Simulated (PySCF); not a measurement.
# Run report: CoOCl₂, frequency calculation

- system: CoOCl₂, multiplicity 2
- method: UKS-based PBE0, Co def2-TZVP, O def2-TZVP, Cl def2-TZVP; non-relativistic Hamiltonian; density fitting (PySCF 2.14.0)

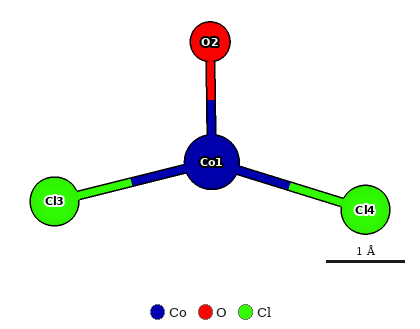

*The input geometry (ball-and-stick view, seen at a tilt; atoms are numbered from 1 in the order of the input). Sticks mark near contacts.*

Bond lengths as drawn: Cl–Co 2.09 Å and Co–O 1.65 Å.

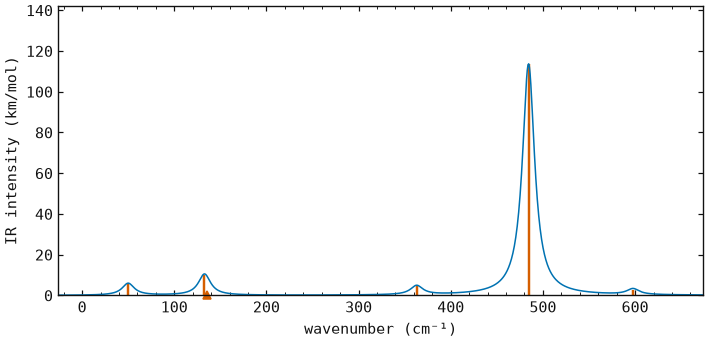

*Harmonic infrared spectrum, unscaled: sticks (degenerate modes added up, dark ones marked on the axis) with a Lorentzian envelope of 16 cm⁻¹ full width, scaled to the tallest stick.*

6 modes from 50 to 598 cm⁻¹, none imaginary. The strongest line is at 484 cm⁻¹ (114 km/mol). All modes, in cm⁻¹ (km/mol): 50 (5.9), 133 (10.2), 136 (0.2), 363 (4.5), 484 (114), 598 (2.9).

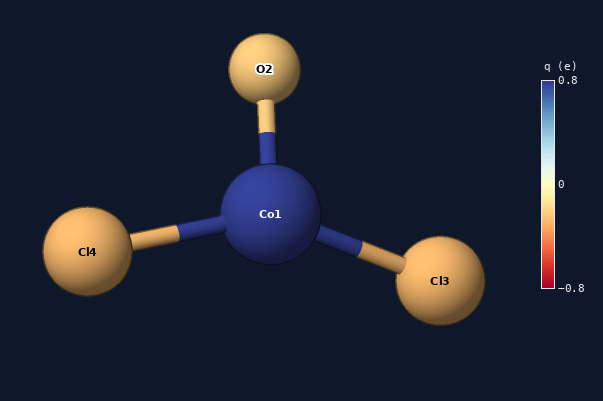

*Mulliken charges, as the colour of each atom (ball-and-stick view, seen at an oblique angle; atoms are numbered from 1 in the order of the input).*

By element: Co +0.76, O −0.22 and Cl −0.27 e.

These pictures come from the run below.

**Input**
```python
from pyscf import gto, scf, dft
mol = gto.M(atom='''
Co    -0.001170    -0.140476    -0.000000
O      1.491737    -0.835191    -0.000000
Cl    -0.339998     0.311627    -2.011721
Cl    -0.339999     0.311625     2.011722''',
    basis={'Co': 'def2-TZVP', 'O': 'def2-TZVP', 'Cl': 'def2-TZVP'},
    charge=0, spin=1)
mf = dft.UKS(mol, xc='PBE0')
mf.grids.atom_grid = (75, 302)
aux = {'Co': 'def2-universal-JKFIT', 'O': 'def2-universal-JKFIT', 'Cl': 'def2-universal-JKFIT'}
mf = mf.density_fit(auxbasis=aux)
mf.conv_tol = 1e-09
mf.diis_space = 10
mf.max_cycle = 60
mf.verbose = 4
mf.kernel()
```

The script is an equivalent of the set-up of the self-consistent field. The run itself was carried out by a driver, which started from the orbitals of the step before it where there was one and computed the further properties.

Command:
```bash
OMP_NUM_THREADS=4 python axn.py task.json out
```

**What the program printed**
```
init E= -2377.83538361458
  alpha nocc = 35  HOMO = -0.336090949222245  LUMO = -0.166517307139557
  beta  nocc = 34  HOMO = -0.32828402682996  LUMO = -0.170589153890207
  HOMO = -0.32828402683  LUMO = -0.17058915389  gap/eV = 4.29110
cycle= 1 E= -2377.83538361339  delta_E= 1.19e-09  |g|= 7.23e-05  |ddm|= 2.85e-05
  alpha nocc = 35  HOMO = -0.33609588856915  LUMO = -0.16654682094798
  beta  nocc = 34  HOMO = -0.328296771887108  LUMO = -0.170619993422022
  HOMO = -0.328296771887  LUMO = -0.170619993422  gap/eV = 4.29060
cycle= 2 E= -2377.83538358429  delta_E= 2.91e-08  |g|= 0.000355  |ddm|= 0.000138
  alpha nocc = 35  HOMO = -0.336091547130275  LUMO = -0.166522908423441
  beta  nocc = 34  HOMO = -0.328286116491682  LUMO = -0.170594738068025
  HOMO = -0.328286116492  LUMO = -0.170594738068  gap/eV = 4.29100
cycle= 3 E= -2377.83538361465  delta_E= -3.04e-08  |g|= 4.56e-06  |ddm|= 0.000114
  alpha nocc = 35  HOMO = -0.336091701673268  LUMO = -0.166522486886979
  beta  nocc = 34  HOMO = -0.328286153913316  LUMO = -0.170594555787544
  HOMO = -0.328286153913  LUMO = -0.170594555788  gap/eV = 4.29101
cycle= 4 E= -2377.83538361466  delta_E= -6.82e-12  |g|= 1.01e-06  |ddm|= 3.23e-06
  alpha nocc = 35  HOMO = -0.336091662169429  LUMO = -0.166522396235726
  beta  nocc = 34  HOMO = -0.328286087434223  LUMO = -0.170594484745409
  HOMO = -0.328286087434  LUMO = -0.170594484745  gap/eV = 4.29101
Extra cycle  E= -2377.83538361466  delta_E= -2.27e-12  |g|= 2.03e-06  |ddm|= 3.06e-06
converged SCF energy = -2377.83538361466  <S^2> = 1.8303257  2S+1 = 2.8846668
```

**Summary**

| quantity | value |
| --- | --- |
| outcome | converged |
| total energy | −2377.835384 hartree |
| ⟨S²⟩ | 1.830 |
| zero-point energy | 0.004018 hartree |
| dipole moment | 0.90 D |
| wavenumbers, lowest and highest | 50 and 598 cm⁻¹ |
| hardware | 4 threads of AMD EPYC (Zen 3), 16 GiB of memory available, shared host |
| wall time | 3.2 min (CPU time 13 min) |
| peak memory | 1.6 GiB |

**Notes**

Checks after the run noted: spin contamination. ⟨S²⟩ is 1.83 against 0.75 for a pure state: the solution is spin-contaminated.
